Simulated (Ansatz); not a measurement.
# BiH₂I with the probe HF: a probe moved round a molecule

A grid of calculations on BiH₂I with the probe HF, to see where the energy is lowest and how it rises around there.

Computed with Ansatz 0.2.0. Level: RHF-MP2, frozen core/def2-SVPD.

**1. Where the work starts**

4 atoms, charge 0, spin multiplicity 1.

Atoms are counted from 1 here; the program's logs count them from 0.

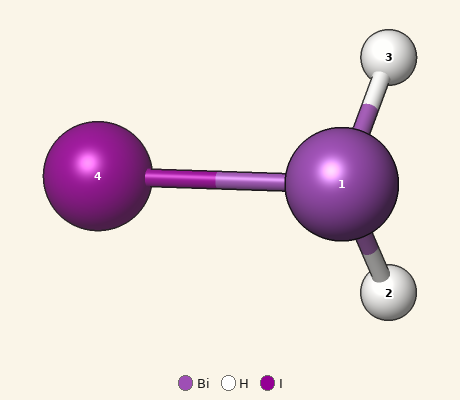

The starting geometry (colours as in the key); atoms are numbered from 1 in the order of the file.

Geometry (Å):

```xyz
4
BiH2I
Bi    0.1051    0.1931    0.9086
H     1.5470    0.1640   -0.1384
H    -0.5818    1.4413   -0.1631
I    -1.0702   -1.7984   -0.6071
```

**2. Geometry optimisation**

The input, input.yaml:

```yaml
crystal:
  periodic: [false, false, false]
  atoms:
    - { symbol: Bi, position_ang: [0.10508, 0.1931, 0.90857] }
    - { symbol: H, position_ang: [1.547, 0.16396, -0.1384] }
    - { symbol: H, position_ang: [-0.58183, 1.44133, -0.16306] }
    - { symbol: I, position_ang: [-1.07024, -1.79839, -0.60711] }
basis:
  gaussian: { orbitals: def2-SVPD }
hamiltonian:
  xc: hf
output:
  forces: true
correlation:
  method: mp2
relax:
  f_tol: 0.003
  max_steps: 120
```

The run is started by

```console
$ ansatz run input.yaml --threads 1 --pin off --max-ram 2560MiB --backend cpu --events-out ev --progress --plain --runs-dir out
```

What it wrote, shortened:

```text
Warning: RAYON_NUM_THREADS=1 ignored (pool sized by the plan → 1); use --threads N
[...]
Functional definition: HF
[...]
1117 factors; integrals over basis functions are off by at most 2.4e-4 eV
[...]
mean field -13915.45415146 eV, -511.3835078327 hartree, gradient 1.3e-6 eV, S^2 0.000000; 0 other end points of the search recorded, 0 dependent functions left out
8 core orbitals not correlated: weight in the atoms' cores, before any rotation towards them, 1.000 or more for the frozen orbitals, at most 0.000 for the correlated occupied ones
reference -13915.45415146 eV, -511.3835078327 hartree; 17, 17 occupied and 58, 58 virtual orbitals, 1117 factors
second order -7.00308291 eV of doubles, -0.00000000 eV of singles
[...]
relax step   1: F+E_penalty+E_count = -13922.45723437 eV  Δ(F+E_penalty+E_count) = +0.000e0 eV  max|allowed force component| = 7.286e-1 eV/Å  Δτ_max = 0.0000 Å  (52 SCF iters, accepted)
[...]
relax step   4: F+E_penalty+E_count = -13922.50574777 eV  Δ(F+E_penalty+E_count) = -1.538e-3 eV  max|allowed force component| = 8.662e-3 eV/Å  Δτ_max = 0.0108 Å  (52 SCF iters, accepted)
[...]
relax step   5: F+E_penalty+E_count = -13922.50576863 eV  Δ(F+E_penalty+E_count) = -2.086e-5 eV  max|allowed force component| = 2.718e-3 eV/Å  Δτ_max = 0.0022 Å  (36 SCF iters, accepted)
[...]
1117 factors; integrals over basis functions are off by at most 2.4e-4 eV
[...]
mean field -13915.51670549 eV, -511.3858066506 hartree, gradient 3.3e-6 eV, S^2 0.000000; 1 other end points of the search recorded, 0 dependent functions left out
8 core orbitals not correlated: weight in the atoms' cores, before any rotation towards them, 1.000 or more for the frozen orbitals, at most 0.000 for the correlated occupied ones
reference -13915.51670549 eV, -511.3858066506 hartree; 17, 17 occupied and 58, 58 virtual orbitals, 1117 factors
second order -6.98906315 eV of doubles, -0.00000000 eV of singles
[...]
Total energy: -13922.50576863 eV, -511.6426499839 hartree
Atom 0 at     0.111809     0.203880     0.889737 Å, force     0.000483     0.000772    -0.002718 eV/Å
Atom 1 at     1.579159     0.193983    -0.121207 Å, force    -0.001449     0.000487     0.001186 eV/Å
Atom 2 at    -0.571040     1.482748    -0.146331 Å, force     0.001099    -0.001035     0.001226 eV/Å
Atom 3 at    -1.119918    -1.880611    -0.622199 Å, force    -0.000134    -0.000225     0.000305 eV/Å
Dipole moment:     0.244499     0.416620     0.446147 e Å
Checks for a lower state left out: cluster_reference
```

It took 50 s on 1 thread of Arm Neoverse N1, shared host; peak memory 0.21 GiB.

Along the way:

```csv
step,energy from step 1 (eV),largest force component (eV/Å)
1,0.0000,0.7286
2,-0.0194,0.5062
3,-0.0470,0.1239
4,-0.0485,0.0087
5,-0.0485,0.0027
```

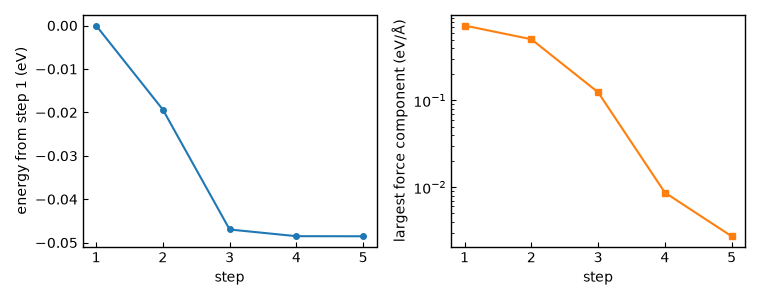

Energy and largest force along the relaxation.

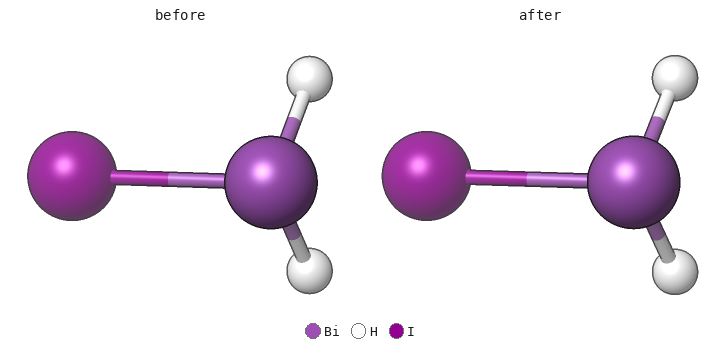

The geometry before (left) and after (right).

Close pairs (by a distance rule), those that changed most:

```csv
bond,before (Å),after (Å),change (Å)
Bi1–I4,2.765,2.855,+0.090
Bi1–H3,1.783,1.782,-0.001
Bi1–H2,1.782,1.782,-0.000
```

**3. Reference run: HF, relaxed**

The input, input.yaml:

```yaml
crystal:
  periodic: [false, false, false]
  atoms:
    - { symbol: F, position_ang: [0.0, 0.0, 0.0] }
    - { symbol: H, position_ang: [0.0, 0.0, 1.01] }
basis:
  gaussian: { orbitals: def2-SVPD }
hamiltonian:
  xc: hf
output:
  forces: true
correlation:
  method: mp2
relax:
  f_tol: 0.003
  max_steps: 120
```

The run is started by

```console
$ ansatz run input.yaml --threads 1 --pin off --max-ram 2560MiB --backend cpu --events-out ev --progress --plain --runs-dir out
```

What it wrote, shortened:

```text
Warning: RAYON_NUM_THREADS=1 ignored (pool sized by the plan → 1); use --threads N
[...]
[... 1 set-up line as earlier in the session ...]
[...]
314 factors; integrals over basis functions are off by at most 2.8e-4 eV
[...]
mean field -2719.32783211 eV, -99.9334546034 hartree, gradient 4.4e-7 eV, S^2 0.000000; 0 other end points of the search recorded, 0 dependent functions left out
1 core orbitals not correlated: weight in the atoms' cores, before any rotation towards them, 1.000 or more for the frozen orbitals, at most 0.000 for the correlated occupied ones
reference -2719.32783211 eV, -99.9334546034 hartree; 4, 4 occupied and 26, 26 virtual orbitals, 314 factors
second order -5.93402037 eV of doubles, -0.00000000 eV of singles
[...]
relax step   1: F+E_penalty+E_count = -2725.26185248 eV  Δ(F+E_penalty+E_count) = +0.000e0 eV  max|allowed force component| = 3.795e0 eV/Å  Δτ_max = 0.0000 Å  (37 SCF iters, accepted)
[...]
314 factors; integrals over basis functions are off by at most 1.4e-4 eV
mean field -2719.64037066 eV, -99.9449401831 hartree, gradient 1.0e-6 eV, S^2 0.000000; 1 other end points of the search recorded, 0 dependent functions left out
1 core orbitals not correlated: weight in the atoms' cores, before any rotation towards them, 1.000 or more for the frozen orbitals, at most 0.000 for the correlated occupied ones
reference -2719.64037066 eV, -99.9449401831 hartree; 4, 4 occupied and 26, 26 virtual orbitals, 314 factors
second order -5.80415395 eV of doubles, -0.00000000 eV of singles
[...]
Total energy: -2725.44452461 eV, -100.1582389067 hartree
Atom 0 at     0.000000    -0.000000     0.043361 Å, force    -0.000000    -0.000000     0.000927 eV/Å
Atom 1 at    -0.000000     0.000000     0.966639 Å, force     0.000000     0.000000    -0.000927 eV/Å
Dipole moment:     0.000000     0.000000     0.382933 e Å
Checks for a lower state left out: cluster_reference
```

It took 1.5 s on 1 thread of Arm Neoverse N1, shared host; peak memory 0.08 GiB.

Relaxation path:

```csv
step,energy from step 1 (eV),largest force component (eV/Å)
1,0.0000,3.7954
2,-0.1682,1.2448
3,-0.1816,0.3656
4,-0.1826,0.0671
5,-0.1827,0.0009
```

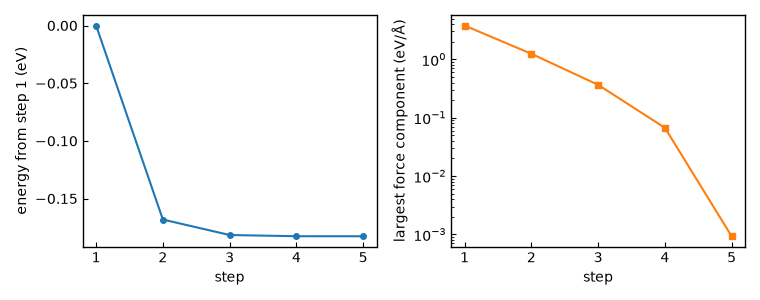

Energy and largest force along the relaxation.

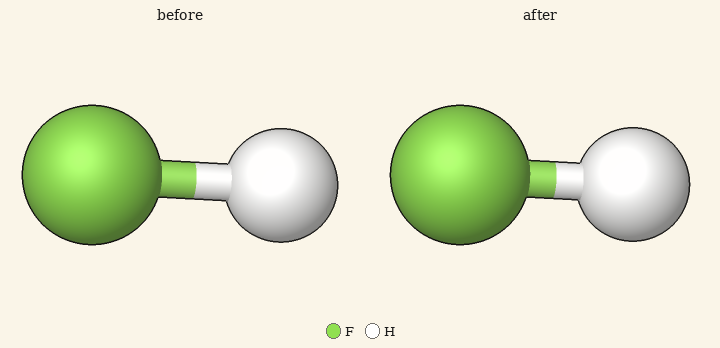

Before and after, at one scale.

The bond:

```csv
bond,before (Å),after (Å),change (Å)
F1–H2,1.010,0.923,-0.087
```

**4. Setting up the map**

The probe is moved over a plane parallel to the molecule's main plane, 2.64 Å above it (x and y are the axes of that plane, centred on the molecule).

First coordinate, x of the probe's F atom: 15 values from −3.43 Å. Second coordinate, y of the probe's F atom: 13 values from −2.94 Å.

Nothing else is relaxed (molecule and probe rigid, the probe upright with F nearest the plane). Energies count from molecule and probe far apart, each relaxed in its own basis (no counterpoise correction). Points are written as (first, second).

The probe HF moves over a plane: parallel to the molecule's main plane, 2.64 Å above it. The molecule is turned into the frame of its main axes, as the inputs below show.

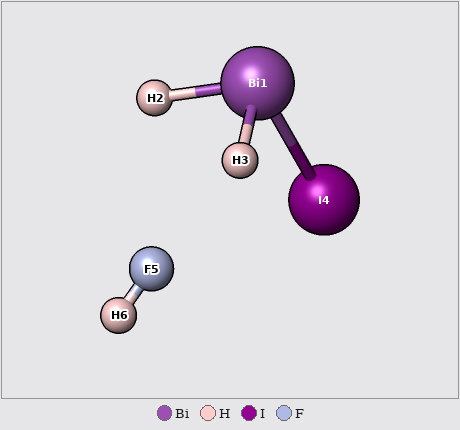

The geometry at (0.49 Å, −0.49 Å).

Of the runs on the grid, 2 are shown in the steps below; the others differ only in the two coordinates.

**5. Grid point (−2.45 Å, 0.00 Å)**

The input, input.yaml:

```yaml
crystal:
  periodic: [false, false, false]
  atoms:
    - { symbol: Bi, position_ang: [-0.421166, -1.0e-06, -0.817508] }
    - { symbol: H, position_ang: [-0.925363, -1.253482, 0.344296] }
    - { symbol: H, position_ang: [-0.925349, 1.253488, 0.344294] }
    - { symbol: I, position_ang: [2.271878, -5.0e-06, 0.128918] }
    - { symbol: F, position_ang: [-2.45, 0.0, 2.64] }
    - { symbol: H, position_ang: [-2.45, 0.0, 3.563278] }
basis:
  gaussian: { orbitals: def2-SVPD }
hamiltonian:
  xc: hf
output:
  forces: true
correlation:
  method: mp2
```

The run is started by

```console
$ ansatz run input.yaml --threads 1 --pin off --max-ram 2560MiB --backend cpu --events-out ev --progress --plain --runs-dir out
```

What it wrote, shortened:

```text
Warning: RAYON_NUM_THREADS=1 ignored (pool sized by the plan → 1); use --threads N
[...]
[... 1 set-up line as earlier in the session ...]
[...]
1307 factors; integrals over basis functions are off by at most 1.1e-3 eV
[...]
mean field -16635.16370743 eV, -611.3309905293 hartree, gradient 8.2e-6 eV, S^2 0.000000; 0 other end points of the search recorded, 0 dependent functions left out
9 core orbitals not correlated: weight in the atoms' cores, before any rotation towards them, 1.000 or more for the frozen orbitals, at most 0.000 for the correlated occupied ones
reference -16635.16370743 eV, -611.3309905293 hartree; 21, 21 occupied and 84, 84 virtual orbitals, 1307 factors
second order -12.84031066 eV of doubles, -0.00000000 eV of singles
[...]
Total energy: -16648.00401809 eV, -611.8028632425 hartree
Atom 0 at    -0.421166    -0.000001    -0.817508 Å, force    -0.074428     0.000009     0.052659 eV/Å
Atom 1 at    -0.925363    -1.253482     0.344296 Å, force     0.022790     0.025952    -0.026463 eV/Å
Atom 2 at    -0.925349     1.253488     0.344294 Å, force     0.022782    -0.025957    -0.026470 eV/Å
Atom 3 at     2.271878    -0.000005     0.128918 Å, force     0.030819    -0.000004     0.012974 eV/Å
Atom 4 at    -2.450000     0.000000     2.640000 Å, force    -0.015031    -0.000000    -0.047459 eV/Å
Atom 5 at    -2.450000     0.000000     3.563278 Å, force     0.013068     0.000000     0.034760 eV/Å
Dipole moment:    -0.634927     0.000001     0.094701 e Å
```

Run time: 15 s. Hardware: 1 thread of Arm Neoverse N1, shared host; peak memory 0.32 GiB.

On the map this point reads −433 cm⁻¹.

**6. Point (0.49 Å, −0.49 Å)**

input.yaml, as its differences from that of step 5:

```diff
@@ -7,4 +7,4 @@
     - { symbol: I, position_ang: [2.271878, -5.0e-06, 0.128918] }
-    - { symbol: F, position_ang: [-2.45, 0.0, 2.64] }
-    - { symbol: H, position_ang: [-2.45, 0.0, 3.563278] }
+    - { symbol: F, position_ang: [0.49, -0.49, 2.64] }
+    - { symbol: H, position_ang: [0.49, -0.49, 3.563278] }
 basis:
```

The run is started by

```console
$ ansatz run input.yaml --threads 1 --pin off --max-ram 2560MiB --backend cpu --events-out ev --progress --plain --runs-dir out
```

What it wrote, shortened:

```text
Warning: RAYON_NUM_THREADS=1 ignored (pool sized by the plan → 1); use --threads N
[...]
[... 1 set-up line as earlier in the session ...]
[...]
1307 factors; integrals over basis functions are off by at most 1.0e-3 eV
[...]
mean field -16634.95602213 eV, -611.3233582351 hartree, gradient 8.0e-6 eV, S^2 0.000000; 0 other end points of the search recorded, 0 dependent functions left out
9 core orbitals not correlated: weight in the atoms' cores, before any rotation towards them, 1.000 or more for the frozen orbitals, at most 0.000 for the correlated occupied ones
reference -16634.95602213 eV, -611.3233582351 hartree; 21, 21 occupied and 84, 84 virtual orbitals, 1307 factors
second order -12.94607522 eV of doubles, -0.00000000 eV of singles
[...]
Total energy: -16647.90209735 eV, -611.7991177243 hartree
Atom 0 at    -0.421166    -0.000001    -0.817508 Å, force     0.050757    -0.014030     0.062615 eV/Å
Atom 1 at    -0.925363    -1.253482     0.344296 Å, force    -0.002722     0.008561    -0.042132 eV/Å
Atom 2 at    -0.925349     1.253488     0.344294 Å, force    -0.005978     0.000259    -0.007444 eV/Å
Atom 3 at     2.271878    -0.000005     0.128918 Å, force     0.150110     0.050385    -0.312502 eV/Å
Atom 4 at     0.490000    -0.490000     2.640000 Å, force    -0.179961    -0.039764     0.232845 eV/Å
Atom 5 at     0.490000    -0.490000     3.563278 Å, force    -0.012205    -0.005411     0.066618 eV/Å
Dipole moment:    -0.585494    -0.025941     0.170370 e Å
```

Run time: 16 s. Hardware: 1 thread of Arm Neoverse N1, shared host; peak memory 0.32 GiB.

On the map this point reads 389 cm⁻¹.

**7. The map**

105 points were computed, 90 more follow by symmetry. Energies in cm⁻¹, from molecule and probe far apart, each relaxed in its own basis (no counterpoise correction):

| y of the probe's F atom (Å) ↓, x of the probe's F atom (Å) → | −3.43 | −2.94 | −2.45 | −1.96 | −1.47 | −0.98 | −0.49 | 0.00 | 0.49 | 0.98 | 1.47 | 1.96 | 2.45 | 2.94 | 3.43 |
| --- | --- | --- | --- | --- | --- | --- | --- | --- | --- | --- | --- | --- | --- | --- | --- |
| 2.94 | −207 | −248 | −291 | −327 | −347 | −347 | −328 | −289 | −232 | −164 | −99 | −51 | −31 | −35 | −50 |
| 2.45 | −246 | −298 | −346 | −380 | −393 | −386 | −364 | −326 | −258 | −154 | −37 | 49 | 70 | 28 | −37 |
| 1.96 | −283 | −340 | −385 | −401 | −386 | −357 | −337 | −307 | −214 | −26 | 217 | 402 | 419 | 271 | 68 |
| 1.47 | −314 | −371 | −405 | −393 | −334 | −275 | −260 | −232 | −66 | 314 | 840 | 1249 | 1259 | 867 | 358 |
| 0.98 | −337 | −392 | −416 | −382 | −297 | −227 | −212 | −148 | 165 | 879 | 1893 | 2698 | 2703 | 1895 | 866 |
| 0.49 | −351 | −406 | −428 | −387 | −303 | −242 | −218 | −95 | 389 | 1474 | 3036 | 4295 | 4303 | 3029 | 1427 |
| 0.00 | −355 | −412 | −433 | −393 | −314 | −260 | −229 | −77 | 484 | 1737 | 3552 | 5024 | 5035 | 3547 | 1682 |
| −0.49 | −351 | −406 | −428 | −387 | −303 | −242 | −218 | −95 | 389 | 1474 | 3036 | 4295 | 4303 | 3029 | 1427 |
| −0.98 | −337 | −392 | −416 | −382 | −297 | −227 | −212 | −148 | 165 | 879 | 1893 | 2698 | 2703 | 1895 | 866 |
| −1.47 | −314 | −371 | −405 | −393 | −334 | −275 | −260 | −232 | −66 | 314 | 840 | 1249 | 1259 | 867 | 358 |
| −1.96 | −283 | −340 | −385 | −401 | −386 | −357 | −337 | −307 | −214 | −26 | 217 | 402 | 419 | 271 | 68 |
| −2.45 | −246 | −298 | −346 | −380 | −393 | −386 | −364 | −326 | −258 | −154 | −37 | 49 | 70 | 28 | −37 |
| −2.94 | −207 | −248 | −291 | −327 | −347 | −347 | −328 | −289 | −232 | −164 | −99 | −51 | −31 | −35 | −50 |

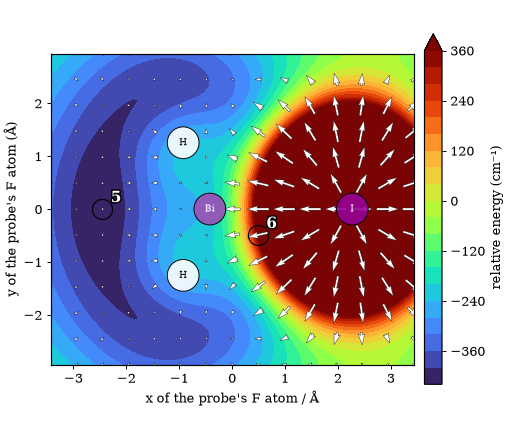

The map; numbers mark the steps of this session that print a point's run. The picture shows filled contours, arrows along the force (downhill), longer where it is stronger, labelled circles for the molecule's atoms, projected on the plane, one colour for all values above the top of the scale. Between grid points the surface is interpolated.

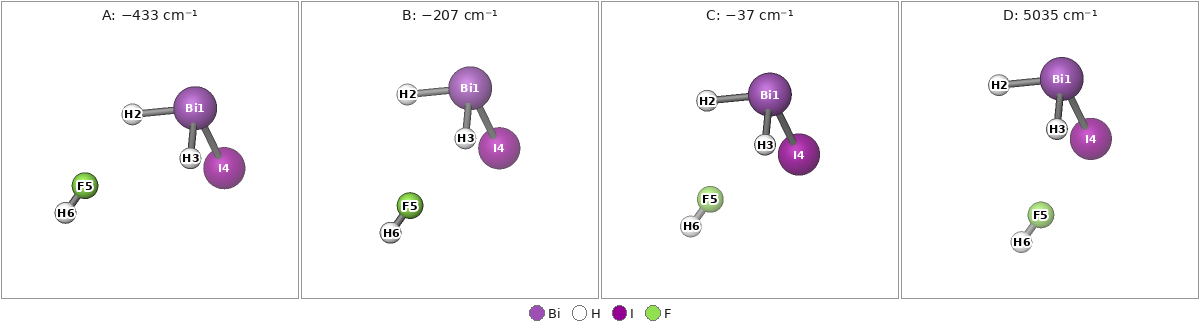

Structures on the grid, at one scale: A at (−2.45 Å, 0.00 Å); B at (−3.43 Å, 2.94 Å); C at (3.43 Å, −2.45 Å); D at (2.45 Å, 0.00 Å).

On the same grid, dipole moment (D):

| y of the probe's F atom (Å) ↓, x of the probe's F atom (Å) → | −3.43 | −2.94 | −2.45 | −1.96 | −1.47 | −0.98 | −0.49 | 0.00 | 0.49 | 0.98 | 1.47 | 1.96 | 2.45 | 2.94 | 3.43 |
| --- | --- | --- | --- | --- | --- | --- | --- | --- | --- | --- | --- | --- | --- | --- | --- |
| 2.94 | 2.88 | 2.90 | 2.92 | 2.93 | 2.93 | 2.91 | 2.87 | 2.83 | 2.79 | 2.74 | 2.70 | 2.66 | 2.62 | 2.60 | 2.58 |
| 2.45 | 2.91 | 2.94 | 2.96 | 2.98 | 2.98 | 2.96 | 2.92 | 2.87 | 2.81 | 2.75 | 2.69 | 2.64 | 2.59 | 2.55 | 2.52 |
| 1.96 | 2.94 | 2.97 | 3.01 | 3.03 | 3.04 | 3.02 | 2.97 | 2.90 | 2.83 | 2.77 | 2.70 | 2.62 | 2.55 | 2.49 | 2.45 |
| 1.47 | 2.96 | 3.00 | 3.04 | 3.08 | 3.09 | 3.07 | 3.01 | 2.94 | 2.87 | 2.80 | 2.72 | 2.62 | 2.51 | 2.42 | 2.37 |
| 0.98 | 2.98 | 3.02 | 3.07 | 3.11 | 3.12 | 3.10 | 3.04 | 2.97 | 2.90 | 2.84 | 2.76 | 2.64 | 2.50 | 2.36 | 2.29 |
| 0.49 | 2.99 | 3.03 | 3.08 | 3.12 | 3.13 | 3.11 | 3.06 | 2.99 | 2.93 | 2.87 | 2.79 | 2.67 | 2.50 | 2.33 | 2.23 |
| 0.00 | 2.99 | 3.04 | 3.08 | 3.12 | 3.13 | 3.11 | 3.06 | 3.00 | 2.94 | 2.89 | 2.81 | 2.68 | 2.50 | 2.32 | 2.20 |
| −0.49 | 2.99 | 3.03 | 3.08 | 3.12 | 3.13 | 3.11 | 3.06 | 2.99 | 2.93 | 2.87 | 2.79 | 2.67 | 2.50 | 2.33 | 2.23 |
| −0.98 | 2.98 | 3.02 | 3.07 | 3.11 | 3.12 | 3.10 | 3.04 | 2.97 | 2.90 | 2.84 | 2.76 | 2.64 | 2.50 | 2.36 | 2.29 |
| −1.47 | 2.96 | 3.00 | 3.04 | 3.08 | 3.09 | 3.07 | 3.01 | 2.94 | 2.87 | 2.80 | 2.72 | 2.62 | 2.51 | 2.42 | 2.37 |
| −1.96 | 2.94 | 2.97 | 3.01 | 3.03 | 3.04 | 3.02 | 2.97 | 2.90 | 2.83 | 2.77 | 2.70 | 2.62 | 2.55 | 2.49 | 2.45 |
| −2.45 | 2.91 | 2.94 | 2.96 | 2.98 | 2.98 | 2.96 | 2.92 | 2.87 | 2.81 | 2.75 | 2.69 | 2.64 | 2.59 | 2.55 | 2.52 |
| −2.94 | 2.88 | 2.90 | 2.92 | 2.93 | 2.93 | 2.91 | 2.87 | 2.83 | 2.79 | 2.74 | 2.70 | 2.66 | 2.62 | 2.60 | 2.58 |

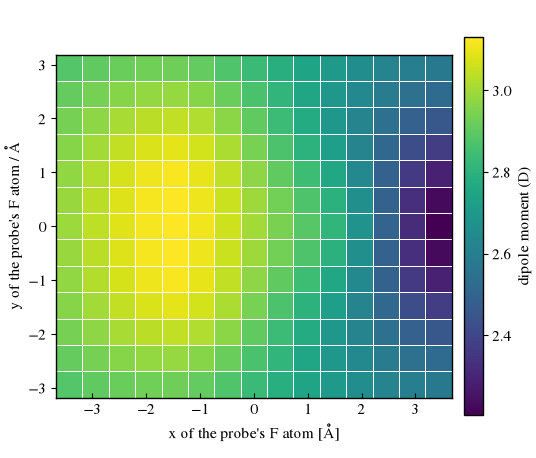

The dipole moment over the grid. The picture shows one coloured cell a grid point.

**8. Outcome**

| quantity | value |
| --- | --- |
| lowest point | (−2.45 Å, 0.00 Å), −433 cm⁻¹ |
| highest computed point | (2.45 Å, 0.00 Å), 5469 cm⁻¹ above the lowest |
| dipole moment (D) | 2.20 at (3.43 Å, 0.00 Å) to 3.13 at (−1.47 Å, 0.00 Å); 3.08 at the lowest point |
| time for the whole task | 28 min on 1 thread, shared host |

What this shows: The lowest computed point is at (−2.45 Å, 0.00 Å), −433 cm⁻¹ from molecule and probe far apart, each relaxed in its own basis (no counterpoise correction). The grid is coarse, so the lowest point of the scanned range may lie between grid points; coordinates that were held can hide deeper minima. No other kind of well shows on this grid. The highest computed point, (2.45 Å, 0.00 Å), lies 5469 cm⁻¹ above the lowest. Near the minimum the curvatures are about 0.007 and 0.035 eV/Å² along the soft and the stiff direction. No counterpoise correction was made, so wells between separate parts tend to come out somewhat too deep.
